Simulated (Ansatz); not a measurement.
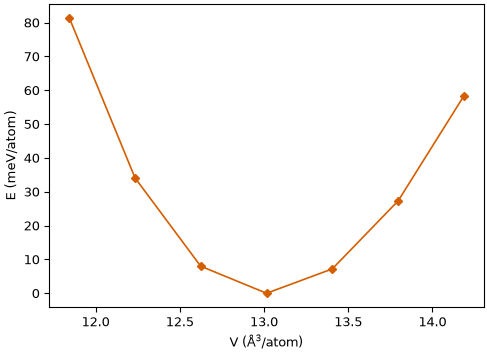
*Si2Ru (MoSi2 or CaC2 type, I4/mmm) under volume change, DFT-r²SCAN in the program Ansatz with PAW potentials, shape and atoms relaxed at each volume.*

Question: What does a third-order Birch–Murnaghan fit give for V₀, B₀ and B′?

Answer: V₀ = 13.01 Å³/atom, B₀ = 208 GPa, B′ = 4.6.

A made-up cell: these elements were put on the sites of a structure type; neither database checked (COD, Materials Project) lists it. Whether it is the stable phase at ambient conditions was not checked. The cell was relaxed with r²SCAN under the symmetry of its start; its stability against distortions is not shown here. The run is not spin-polarised.

Potentials: the later of the program's two PAW sets.
